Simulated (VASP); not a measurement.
Given:

```
CELL_PARAMETERS angstrom
      0.00000     3.52534     3.52534
      3.52534     0.00000     3.52534
      3.52534     3.52534     0.00000
ATOMIC_POSITIONS crystal
  Cs 0.00000 0.00000 0.00000
  B  0.50000 0.50000 0.50000
  H  0.60093 0.60093 0.60093
  H  0.19722 0.60093 0.60093
  H  0.60093 0.60093 0.19722
  H  0.60093 0.19722 0.60093
```

Computed with LDA (Ceperley-Alder, Perdew-Zunger), VASP's LDA PAW potentials (set 64) (plane waves; VASP). Settings: 520 eV cut-off, 6×6×6 Γ-centred mesh, tetrahedra with Blöchl corrections, potentials Cs_sv B H.

Unless said otherwise, spin-orbit coupling is left out, though it shifts the bands of the heavy elements here.

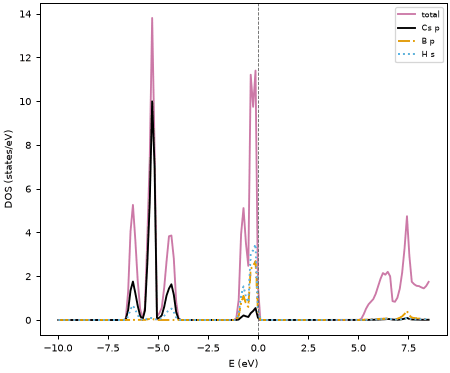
Total and projected density of states, zero at the valence-band maximum

Within 2 eV below the valence-band maximum the largest weight inside VASP's projection spheres is H s, then B p.

It has a band gap.

The structure comes from a computed database's CsBH4 entry (F-43m); how it stands against other phases isn't given here. It was relaxed first, which changed the volume by -11 %.
